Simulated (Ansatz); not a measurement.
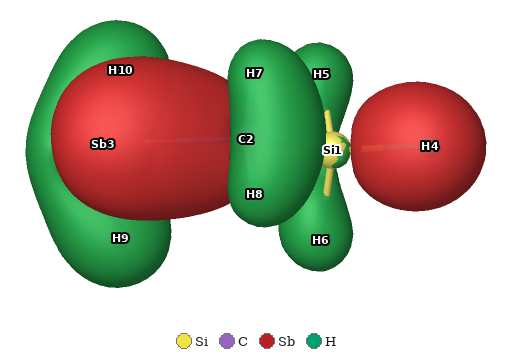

The picture shows: CH$_{7}$SbSi (SMILES [SiH3][CH2][SbH2]). The HOMO−1 at ±0.1 Å⁻³ᐟ² (green and red are the two phases), seen from one side.

Geometry: PBE0-D4/def2-TZVP; core potentials replace the inner electrons of Sb.

The calculation used RKS PBE0-D4/def2-TZVPP in Ansatz 0.2.0.

```xyz
10

Si   -1.0495    0.2314   -0.6435
C     0.2742   -0.9449   -0.0588
Sb    1.8008   -0.0286    1.1821
H    -2.0653   -0.4606   -1.4883
H    -0.4400    1.3221   -1.4496
H    -1.7474    0.8322    0.5239
H     0.7968   -1.4004   -0.9040
H    -0.1554   -1.7581    0.5321
H     0.6767    0.8255    2.1499
H     1.9923    1.3304    0.1592
```

Describe this orbital and give its energy.

It lies mainly on Sb3 (about 30 %), C2 (about 20 %), Si1 (about 10 %), H4 (about 10 %), H10 (about 5 %) and H9 (about 5 %). Its energy is −8.83 eV.
